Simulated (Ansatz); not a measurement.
**Molecular dynamics, with input and output: GaH3 (part 1 of 3)**

System: GaH3.
Method: RKS B3LYP-D4/def2-SVP (Ansatz 0.2.0).

It belongs to a series of runs on one base structure; here: dynamics from the highest image of the converged band.

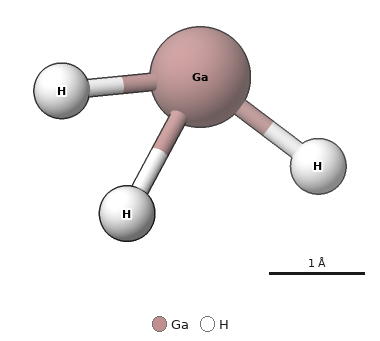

Figure 1. The structure as given in the input (ball-and-stick view, seen at an oblique angle). Sticks mark near contacts. Bond lengths as drawn: Ga–H 1.56 to 1.84 Å.

**Summary**

| quantity | value |
| --- | --- |
| outcome | finished |
| mean temperature over the second half | 4518 K |
| trajectory | 200 steps, 100 fs |
| ensemble | nve |
| temperature in the input | 100.0 K |
| time step | 0.5 fs |
| potential energy (last step) | −52419.4939 eV |
| mean-field energy (last step) | −52419.4364 eV |
| largest force (length of the vector) (last step) | 3.265 eV/Å |
| hardware | 1 thread of Arm Neoverse V2, 24 GiB of memory available, shared host |
| wall time | 2.3 min |
| peak memory | 0.089 GiB |

So short a trajectory is not equilibrated.

**Input**
```yaml
crystal:
  periodic: [false, false, false]
  atoms:
    - { symbol: Ga, position_ang: [0.377791, 0.000987, -0.530581] }
    - { symbol: H, position_ang: [0.614562, -0.000685, 1.292169] }
    - { symbol: H, position_ang: [1.714778, -0.000128, 0.279752] }
    - { symbol: H, position_ang: [-1.128529, -0.000173, -0.12984] }
basis:
  gaussian: { orbitals: def2-SVP }
hamiltonian:
  xc: b3lyp
  dispersion: d4
md:
  timestep: 0.5
  n_steps: 200
  ensemble: nve
  temperature: 100.0
  initial_velocities: maxwell_boltzmann
  seed: 8698
```

Command:
```bash
ansatz run input.yaml --threads 1 --pin off --max-ram 2048MiB --backend cpu --events-out ev --progress --plain --runs-dir out
```

**Output**
```
Engine: ansatz 0.2.0, aarch64-unknown-linux-gnu
Functional definition: B3LYP
  parameter a0 = 0.2
  parameter ax = 0.72
  parameter ac = 0.81
  exchange = (1 - a0 - ax)*slater_x + ax*b88_x + a0*exact_x
  correlation = (1 - ac)*vwn_rpa_c + ac*lyp_c
508 factors; integrals over basis functions are off by at most 3.3e-4 eV
mean field evaluation 1: about -52416.9199 eV, gradient 2.4e1 eV
mean field evaluation 2: about -52415.2067 eV, gradient 3.3e1 eV
mean field evaluation 4: about -52418.2587 eV, gradient 1.3e0 eV
mean field evaluation 8: about -52418.2660 eV, gradient 1.1e-2 eV
mean field -52418.26596866 eV, -1926.3357439716 hartree, gradient 4.6e-5 eV, S^2 0.000000; 0 other end points of the search recorded, 0 dependent functions left out
the calculation of the forces begins
reference -52418.26616278 eV, -1926.3357511053 hartree; 17, 17 occupied and 30, 30 virtual orbitals, 508 factors
md step     0: t =     0.00 fs  T =   100.0 K  F+E_penalty+E_count = -52418.32512128 eV  E_kin = 0.025852 eV  conserved = -52418.29926928 eV  (22 SCF iters)
these checks for a lower state are left out or cut short: starts, cluster_reference, orbital_swaps, neighbouring_geometries, increment
508 factors; integrals over basis functions are off by at most 3.2e-4 eV
mean field evaluation 16: about -52418.2657 eV, gradient 2.0e-2 eV
mean field -52418.26572684 eV, -1926.3357350849 hartree, gradient 5.6e-5 eV, S^2 0.000000; 0 other end points of the search recorded, 0 dependent functions left out
the calculation of the forces begins
reference -52418.26592089 eV, -1926.3357422160 hartree; 17, 17 occupied and 30, 30 virtual orbitals, 508 factors
md step     1: t =     0.50 fs  T =    98.5 K  F+E_penalty+E_count = -52418.32472273 eV  E_kin = 0.025458 eV  conserved = -52418.29926497 eV  (24 SCF iters)
[... from here on the SCF iterations and repeated set-up lines of each step are left out, up to the last step ...]
md step     2: t =     1.00 fs  T =    94.3 K  F+E_penalty+E_count = -52418.32361821 eV  E_kin = 0.024366 eV  conserved = -52418.29925220 eV  (23 SCF iters)
md step     3: t =     1.50 fs  T =    88.1 K  F+E_penalty+E_count = -52418.32201087 eV  E_kin = 0.022778 eV  conserved = -52418.29923265 eV  (21 SCF iters)
md step     4: t =     2.00 fs  T =    81.2 K  F+E_penalty+E_count = -52418.32021160 eV  E_kin = 0.021003 eV  conserved = -52418.29920874 eV  (22 SCF iters)
md step     5: t =     2.50 fs  T =    75.1 K  F+E_penalty+E_count = -52418.31860040 eV  E_kin = 0.019417 eV  conserved = -52418.29918340 eV  (22 SCF iters)
md step     6: t =     3.00 fs  T =    71.3 K  F+E_penalty+E_count = -52418.31758007 eV  E_kin = 0.018420 eV  conserved = -52418.29915962 eV  (22 SCF iters)
md step     7: t =     3.50 fs  T =    71.1 K  F+E_penalty+E_count = -52418.31752883 eV  E_kin = 0.018389 eV  conserved = -52418.29914001 eV  (22 SCF iters)
md step     8: t =     4.00 fs  T =    75.9 K  F+E_penalty+E_count = -52418.31875907 eV  E_kin = 0.019633 eV  conserved = -52418.29912639 eV  (22 SCF iters)
md step     9: t =     4.50 fs  T =    86.5 K  F+E_penalty+E_count = -52418.32148885 eV  E_kin = 0.022369 eV  conserved = -52418.29911962 eV  (22 SCF iters)
md step    10: t =     5.00 fs  T =   103.3 K  F+E_penalty+E_count = -52418.32583021 eV  E_kin = 0.026711 eV  conserved = -52418.29911888 eV  (23 SCF iters)
md step    11: t =     5.50 fs  T =   126.4 K  F+E_penalty+E_count = -52418.33179840 eV  E_kin = 0.032676 eV  conserved = -52418.29912263 eV  (23 SCF iters)
md step    12: t =     6.00 fs  T =   155.5 K  F+E_penalty+E_count = -52418.33933843 eV  E_kin = 0.040210 eV  conserved = -52418.29912822 eV  (24 SCF iters)
md step    13: t =     6.50 fs  T =   190.4 K  F+E_penalty+E_count = -52418.34836717 eV  E_kin = 0.049235 eV  conserved = -52418.29913253 eV  (24 SCF iters)
md step    14: t =     7.00 fs  T =   230.9 K  F+E_penalty+E_count = -52418.35882415 eV  E_kin = 0.059692 eV  conserved = -52418.29913210 eV  (23 SCF iters)
md step    15: t =     7.50 fs  T =   277.0 K  F+E_penalty+E_count = -52418.37072525 eV  E_kin = 0.071601 eV  conserved = -52418.29912394 eV  (23 SCF iters)
md step    16: t =     8.00 fs  T =   329.2 K  F+E_penalty+E_count = -52418.38421124 eV  E_kin = 0.085106 eV  conserved = -52418.29910554 eV  (23 SCF iters)
md step    17: t =     8.50 fs  T =   388.8 K  F+E_penalty+E_count = -52418.39958698 eV  E_kin = 0.100511 eV  conserved = -52418.29907580 eV  (23 SCF iters)
md step    18: t =     9.00 fs  T =   457.6 K  F+E_penalty+E_count = -52418.41734359 eV  E_kin = 0.118309 eV  conserved = -52418.29903422 eV  (23 SCF iters, 3 dispersion substeps)
md step    19: t =     9.50 fs  T =   538.4 K  F+E_penalty+E_count = -52418.43816365 eV  E_kin = 0.139181 eV  conserved = -52418.29898217 eV  (23 SCF iters, 3 dispersion substeps)
md step    20: t =    10.00 fs  T =   634.3 K  F+E_penalty+E_count = -52418.46290311 eV  E_kin = 0.163981 eV  conserved = -52418.29892239 eV  (23 SCF iters, 3 dispersion substeps)
md step    21: t =    10.50 fs  T =   749.2 K  F+E_penalty+E_count = -52418.49255143 eV  E_kin = 0.193693 eV  conserved = -52418.29885872 eV  (23 SCF iters, 3 dispersion substeps)
md step    22: t =    11.00 fs  T =   887.3 K  F+E_penalty+E_count = -52418.52817184 eV  E_kin = 0.229375 eV  conserved = -52418.29879672 eV  (23 SCF iters, 3 dispersion substeps)
md step    23: t =    11.50 fs  T =  1052.5 K  F+E_penalty+E_count = -52418.57082276 eV  E_kin = 0.272081 eV  conserved = -52418.29874205 eV  (23 SCF iters, 3 dispersion substeps)
md step    24: t =    12.00 fs  T =  1248.5 K  F+E_penalty+E_count = -52418.62147199 eV  E_kin = 0.322771 eV  conserved = -52418.29870108 eV  (23 SCF iters, 3 dispersion substeps)
md step    25: t =    12.50 fs  T =  1478.5 K  F+E_penalty+E_count = -52418.68090892 eV  E_kin = 0.382230 eV  conserved = -52418.29867938 eV  (23 SCF iters, 3 dispersion substeps)
md step    26: t =    13.00 fs  T =  1744.5 K  F+E_penalty+E_count = -52418.74966798 eV  E_kin = 0.450987 eV  conserved = -52418.29868136 eV  (23 SCF iters, 3 dispersion substeps)
md step    27: t =    13.50 fs  T =  2047.3 K  F+E_penalty+E_count = -52418.82797025 eV  E_kin = 0.529260 eV  conserved = -52418.29870988 eV  (23 SCF iters, 3 dispersion substeps)
md step    28: t =    14.00 fs  T =  2386.4 K  F+E_penalty+E_count = -52418.91568775 eV  E_kin = 0.616921 eV  conserved = -52418.29876670 eV  (24 SCF iters, 3 dispersion substeps)
md step    29: t =    14.50 fs  T =  2759.9 K  F+E_penalty+E_count = -52419.01232955 eV  E_kin = 0.713478 eV  conserved = -52418.29885139 eV  (23 SCF iters, 3 dispersion substeps)
md step    30: t =    15.00 fs  T =  3164.5 K  F+E_penalty+E_count = -52419.11705234 eV  E_kin = 0.818090 eV  conserved = -52418.29896244 eV  (22 SCF iters, 3 dispersion substeps)
md step    31: t =    15.50 fs  T =  3595.8 K  F+E_penalty+E_count = -52419.22868559 eV  E_kin = 0.929589 eV  conserved = -52418.29909699 eV  (23 SCF iters, 3 dispersion substeps)
md step    32: t =    16.00 fs  T =  4048.1 K  F+E_penalty+E_count = -52419.34576692 eV  E_kin = 1.046515 eV  conserved = -52418.29925179 eV  (23 SCF iters, 3 dispersion substeps)
md step    33: t =    16.50 fs  T =  4514.8 K  F+E_penalty+E_count = -52419.46657949 eV  E_kin = 1.167155 eV  conserved = -52418.29942399 eV  (23 SCF iters, 3 dispersion substeps)
md step    34: t =    17.00 fs  T =  4988.3 K  F+E_penalty+E_count = -52419.58918024 eV  E_kin = 1.289569 eV  conserved = -52418.29961138 eV  (23 SCF iters, 3 dispersion substeps)
md step    35: t =    17.50 fs  T =  5460.4 K  F+E_penalty+E_count = -52419.71142228 eV  E_kin = 1.411611 eV  conserved = -52418.29981134 eV  (23 SCF iters, 3 dispersion substeps)
md step    36: t =    18.00 fs  T =  5922.0 K  F+E_penalty+E_count = -52419.83098552 eV  E_kin = 1.530968 eV  conserved = -52418.30001759 eV  (23 SCF iters, 3 dispersion substeps)
md step    37: t =    18.50 fs  T =  6363.9 K  F+E_penalty+E_count = -52419.94542544 eV  E_kin = 1.645198 eV  conserved = -52418.30022789 eV  (21 SCF iters, 3 dispersion substeps)
md step    38: t =    19.00 fs  T =  6776.2 K  F+E_penalty+E_count = -52420.05222050 eV  E_kin = 1.751784 eV  conserved = -52418.30043620 eV  (21 SCF iters, 5 dispersion substeps)
md step    39: t =    19.50 fs  T =  7149.3 K  F+E_penalty+E_count = -52420.14886055 eV  E_kin = 1.848226 eV  conserved = -52418.30063442 eV  (21 SCF iters, 5 dispersion substeps)
md step    40: t =    20.00 fs  T =  7473.9 K  F+E_penalty+E_count = -52420.23297236 eV  E_kin = 1.932162 eV  conserved = -52418.30081077 eV  (22 SCF iters, 5 dispersion substeps)
md step    41: t =    20.50 fs  T =  7742.3 K  F+E_penalty+E_count = -52420.30249001 eV  E_kin = 2.001535 eV  conserved = -52418.30095521 eV  (21 SCF iters, 5 dispersion substeps)
md step    42: t =    21.00 fs  T =  7948.2 K  F+E_penalty+E_count = -52420.35583013 eV  E_kin = 2.054775 eV  conserved = -52418.30105517 eV  (21 SCF iters, 5 dispersion substeps)
md step    43: t =    21.50 fs  T =  8088.2 K  F+E_penalty+E_count = -52420.39206507 eV  E_kin = 2.090961 eV  conserved = -52418.30110402 eV  (21 SCF iters, 5 dispersion substeps)
md step    44: t =    22.00 fs  T =  8161.6 K  F+E_penalty+E_count = -52420.41103174 eV  E_kin = 2.109935 eV  conserved = -52418.30109708 eV  (21 SCF iters, 5 dispersion substeps)
md step    45: t =    22.50 fs  T =  8170.8 K  F+E_penalty+E_count = -52420.41336566 eV  E_kin = 2.112327 eV  conserved = -52418.30103905 eV  (20 SCF iters, 5 dispersion substeps)
md step    46: t =    23.00 fs  T =  8121.1 K  F+E_penalty+E_count = -52420.40041282 eV  E_kin = 2.099467 eV  conserved = -52418.30094538 eV  (20 SCF iters, 5 dispersion substeps)
md step    47: t =    23.50 fs  T =  8019.4 K  F+E_penalty+E_count = -52420.37401051 eV  E_kin = 2.073177 eV  conserved = -52418.30083325 eV  (20 SCF iters, 5 dispersion substeps)
md step    48: t =    24.00 fs  T =  7873.6 K  F+E_penalty+E_count = -52420.33620462 eV  E_kin = 2.035480 eV  conserved = -52418.30072423 eV  (21 SCF iters, 5 dispersion substeps)
md step    49: t =    24.50 fs  T =  7691.1 K  F+E_penalty+E_count = -52420.28893125 eV  E_kin = 1.988295 eV  conserved = -52418.30063674 eV  (21 SCF iters, 5 dispersion substeps)
md step    50: t =    25.00 fs  T =  7477.8 K  F+E_penalty+E_count = -52420.23373913 eV  E_kin = 1.933156 eV  conserved = -52418.30058358 eV  (21 SCF iters, 5 dispersion substeps)
md step    51: t =    25.50 fs  T =  7237.5 K  F+E_penalty+E_count = -52420.17160759 eV  E_kin = 1.871040 eV  conserved = -52418.30056793 eV  (21 SCF iters, 5 dispersion substeps)
md step    52: t =    26.00 fs  T =  6971.7 K  F+E_penalty+E_count = -52420.10290044 eV  E_kin = 1.802315 eV  conserved = -52418.30058577 eV  (21 SCF iters, 5 dispersion substeps)
md step    53: t =    26.50 fs  T =  6679.6 K  F+E_penalty+E_count = -52420.02744618 eV  E_kin = 1.726821 eV  conserved = -52418.30062512 eV  (21 SCF iters, 5 dispersion substeps)
md step    54: t =    27.00 fs  T =  6359.5 K  F+E_penalty+E_count = -52419.94472576 eV  E_kin = 1.644055 eV  conserved = -52418.30067064 eV  (22 SCF iters, 5 dispersion substeps)
md step    55: t =    27.50 fs  T =  6008.9 K  F+E_penalty+E_count = -52419.85411836 eV  E_kin = 1.553413 eV  conserved = -52418.30070579 eV  (22 SCF iters, 5 dispersion substeps)
md step    56: t =    28.00 fs  T =  5626.1 K  F+E_penalty+E_count = -52419.75516232 eV  E_kin = 1.454447 eV  conserved = -52418.30071524 eV  (22 SCF iters, 5 dispersion substeps)
md step    57: t =    28.50 fs  T =  5210.9 K  F+E_penalty+E_count = -52419.64779590 eV  E_kin = 1.347110 eV  conserved = -52418.30068634 eV  (22 SCF iters, 5 dispersion substeps)
md step    58: t =    29.00 fs  T =  4765.3 K  F+E_penalty+E_count = -52419.53254571 eV  E_kin = 1.231933 eV  conserved = -52418.30061225 eV  (22 SCF iters, 5 dispersion substeps)
md step    59: t =    29.50 fs  T =  4294.2 K  F+E_penalty+E_count = -52419.41063597 eV  E_kin = 1.110145 eV  conserved = -52418.30049061 eV  (21 SCF iters, 5 dispersion substeps)
md step    60: t =    30.00 fs  T =  3805.1 K  F+E_penalty+E_count = -52419.28401883 eV  E_kin = 0.983695 eV  conserved = -52418.30032381 eV  (21 SCF iters, 5 dispersion substeps)
md step    61: t =    30.50 fs  T =  3308.1 K  F+E_penalty+E_count = -52419.15532361 eV  E_kin = 0.855202 eV  conserved = -52418.30012126 eV  (21 SCF iters, 5 dispersion substeps)
md step    62: t =    31.00 fs  T =  2815.3 K  F+E_penalty+E_count = -52419.02770919 eV  E_kin = 0.727810 eV  conserved = -52418.29989921 eV  (21 SCF iters, 5 dispersion substeps)
md step    63: t =    31.50 fs  T =  2340.1 K  F+E_penalty+E_count = -52418.90463787 eV  E_kin = 0.604964 eV  conserved = -52418.29967384 eV  (21 SCF iters, 5 dispersion substeps)
md step    64: t =    32.00 fs  T =  1896.1 K  F+E_penalty+E_count = -52418.78964161 eV  E_kin = 0.490182 eV  conserved = -52418.29945983 eV  (21 SCF iters, 5 dispersion substeps)
md step    65: t =    32.50 fs  T =  1496.5 K  F+E_penalty+E_count = -52418.68612833 eV  E_kin = 0.386862 eV  conserved = -52418.29926584 eV  (23 SCF iters, 5 dispersion substeps)
md step    66: t =    33.00 fs  T =  1153.6 K  F+E_penalty+E_count = -52418.59730796 eV  E_kin = 0.298225 eV  conserved = -52418.29908296 eV  (23 SCF iters, 5 dispersion substeps)
md step    67: t =    33.50 fs  T =   879.8 K  F+E_penalty+E_count = -52418.52632751 eV  E_kin = 0.227436 eV  conserved = -52418.29889131 eV  (23 SCF iters, 5 dispersion substeps)
md step    68: t =    34.00 fs  T =   688.1 K  F+E_penalty+E_count = -52418.47655719 eV  E_kin = 0.177889 eV  conserved = -52418.29866841 eV  (23 SCF iters, 5 dispersion substeps)
md step    69: t =    34.50 fs  T =   593.6 K  F+E_penalty+E_count = -52418.45187644 eV  E_kin = 0.153470 eV  conserved = -52418.29840627 eV  (22 SCF iters, 5 dispersion substeps)
md step    70: t =    35.00 fs  T =   613.5 K  F+E_penalty+E_count = -52418.45672386 eV  E_kin = 0.158596 eV  conserved = -52418.29812801 eV  (22 SCF iters, 5 dispersion substeps)
md step    71: t =    35.50 fs  T =   765.1 K  F+E_penalty+E_count = -52418.49569042 eV  E_kin = 0.197797 eV  conserved = -52418.29789385 eV  (22 SCF iters, 5 dispersion substeps)
md step    72: t =    36.00 fs  T =  1062.9 K  F+E_penalty+E_count = -52418.57257333 eV  E_kin = 0.274779 eV  conserved = -52418.29779424 eV  (22 SCF iters, 5 dispersion substeps)
md step    73: t =    36.50 fs  T =  1512.8 K  F+E_penalty+E_count = -52418.68902248 eV  E_kin = 0.391100 eV  conserved = -52418.29792233 eV  (22 SCF iters, 5 dispersion substeps)
md step    74: t =    37.00 fs  T =  2107.6 K  F+E_penalty+E_count = -52418.84318173 eV  E_kin = 0.544849 eV  conserved = -52418.29833319 eV  (22 SCF iters, 5 dispersion substeps)
md step    75: t =    37.50 fs  T =  2823.4 K  F+E_penalty+E_count = -52419.02891090 eV  E_kin = 0.729900 eV  conserved = -52418.29901092 eV  (21 SCF iters, 5 dispersion substeps)
md step    76: t =    38.00 fs  T =  3621.4 K  F+E_penalty+E_count = -52419.23606556 eV  E_kin = 0.936207 eV  conserved = -52418.29985829 eV  (21 SCF iters, 5 dispersion substeps)
md step    77: t =    38.50 fs  T =  4453.1 K  F+E_penalty+E_count = -52419.45193730 eV  E_kin = 1.151212 eV  conserved = -52418.30072539 eV  (21 SCF iters, 5 dispersion substeps)
md step    78: t =    39.00 fs  T =  5268.2 K  F+E_penalty+E_count = -52419.66340236 eV  E_kin = 1.361927 eV  conserved = -52418.30147575 eV  (21 SCF iters, 5 dispersion substeps)
md step    79: t =    39.50 fs  T =  6022.3 K  F+E_penalty+E_count = -52419.85892831 eV  E_kin = 1.556897 eV  conserved = -52418.30203166 eV  (21 SCF iters, 5 dispersion substeps)
md step    80: t =    40.00 fs  T =  6681.8 K  F+E_penalty+E_count = -52420.02976477 eV  E_kin = 1.727388 eV  conserved = -52418.30237700 eV  (21 SCF iters, 5 dispersion substeps)
md step    81: t =    40.50 fs  T =  7224.5 K  F+E_penalty+E_count = -52420.17020965 eV  E_kin = 1.867667 eV  conserved = -52418.30254236 eV  (21 SCF iters, 5 dispersion substeps)
md step    82: t =    41.00 fs  T =  7638.4 K  F+E_penalty+E_count = -52420.27725310 eV  E_kin = 1.974689 eV  conserved = -52418.30256453 eV  (21 SCF iters, 5 dispersion substeps)
md step    83: t =    41.50 fs  T =  7920.3 K  F+E_penalty+E_count = -52420.35003053 eV  E_kin = 2.047552 eV  conserved = -52418.30247818 eV  (22 SCF iters, 5 dispersion substeps)
md step    84: t =    42.00 fs  T =  8073.0 K  F+E_penalty+E_count = -52420.38933306 eV  E_kin = 2.087022 eV  conserved = -52418.30231083 eV  (21 SCF iters, 5 dispersion substeps)
md step    85: t =    42.50 fs  T =  8104.5 K  F+E_penalty+E_count = -52420.39725296 eV  E_kin = 2.095174 eV  conserved = -52418.30207851 eV  (21 SCF iters, 5 dispersion substeps)
md step    86: t =    43.00 fs  T =  8027.1 K  F+E_penalty+E_count = -52420.37695419 eV  E_kin = 2.075160 eV  conserved = -52418.30179433 eV  (21 SCF iters, 5 dispersion substeps)
md step    87: t =    43.50 fs  T =  7856.3 K  F+E_penalty+E_count = -52420.33247709 eV  E_kin = 2.031003 eV  conserved = -52418.30147457 eV  (21 SCF iters, 5 dispersion substeps)
md step    88: t =    44.00 fs  T =  7610.0 K  F+E_penalty+E_count = -52420.26847336 eV  E_kin = 1.967337 eV  conserved = -52418.30113641 eV  (21 SCF iters, 5 dispersion substeps)
md step    89: t =    44.50 fs  T =  7307.2 K  F+E_penalty+E_count = -52420.18986276 eV  E_kin = 1.889066 eV  conserved = -52418.30079662 eV  (21 SCF iters, 5 dispersion substeps)
md step    90: t =    45.00 fs  T =  6966.8 K  F+E_penalty+E_count = -52420.10151897 eV  E_kin = 1.801047 eV  conserved = -52418.30047173 eV  (21 SCF iters, 5 dispersion substeps)
md step    91: t =    45.50 fs  T =  6606.6 K  F+E_penalty+E_count = -52420.00810467 eV  E_kin = 1.707934 eV  conserved = -52418.30017021 eV  (21 SCF iters, 5 dispersion substeps)
md step    92: t =    46.00 fs  T =  6243.7 K  F+E_penalty+E_count = -52419.91401531 eV  E_kin = 1.614111 eV  conserved = -52418.29990439 eV  (21 SCF iters, 5 dispersion substeps)
md step    93: t =    46.50 fs  T =  5893.4 K  F+E_penalty+E_count = -52419.82324064 eV  E_kin = 1.523559 eV  conserved = -52418.29968132 eV  (21 SCF iters, 5 dispersion substeps)
md step    94: t =    47.00 fs  T =  5569.0 K  F+E_penalty+E_count = -52419.73919367 eV  E_kin = 1.439688 eV  conserved = -52418.29950540 eV  (21 SCF iters, 5 dispersion substeps)
md step    95: t =    47.50 fs  T =  5280.8 K  F+E_penalty+E_count = -52419.66458067 eV  E_kin = 1.365203 eV  conserved = -52418.29937796 eV  (21 SCF iters, 5 dispersion substeps)
md step    96: t =    48.00 fs  T =  5036.5 K  F+E_penalty+E_count = -52419.60134589 eV  E_kin = 1.302048 eV  conserved = -52418.29929803 eV  (21 SCF iters, 5 dispersion substeps)
md step    97: t =    48.50 fs  T =  4840.7 K  F+E_penalty+E_count = -52419.55067066 eV  E_kin = 1.251407 eV  conserved = -52418.29926403 eV  (21 SCF iters, 5 dispersion substeps)
md step    98: t =    49.00 fs  T =  4694.9 K  F+E_penalty+E_count = -52419.51300612 eV  E_kin = 1.213732 eV  conserved = -52418.29927420 eV  (22 SCF iters, 5 dispersion substeps)
md step    99: t =    49.50 fs  T =  4598.5 K  F+E_penalty+E_count = -52419.48813856 eV  E_kin = 1.188812 eV  conserved = -52418.29932666 eV  (21 SCF iters, 5 dispersion substeps)
md step   100: t =    50.00 fs  T =  4548.4 K  F+E_penalty+E_count = -52419.47527771 eV  E_kin = 1.175856 eV  conserved = -52418.29942182 eV  (22 SCF iters, 5 dispersion substeps)
md step   101: t =    50.50 fs  T =  4539.3 K  F+E_penalty+E_count = -52419.47307427 eV  E_kin = 1.173511 eV  conserved = -52418.29956367 eV  (22 SCF iters, 5 dispersion substeps)
```
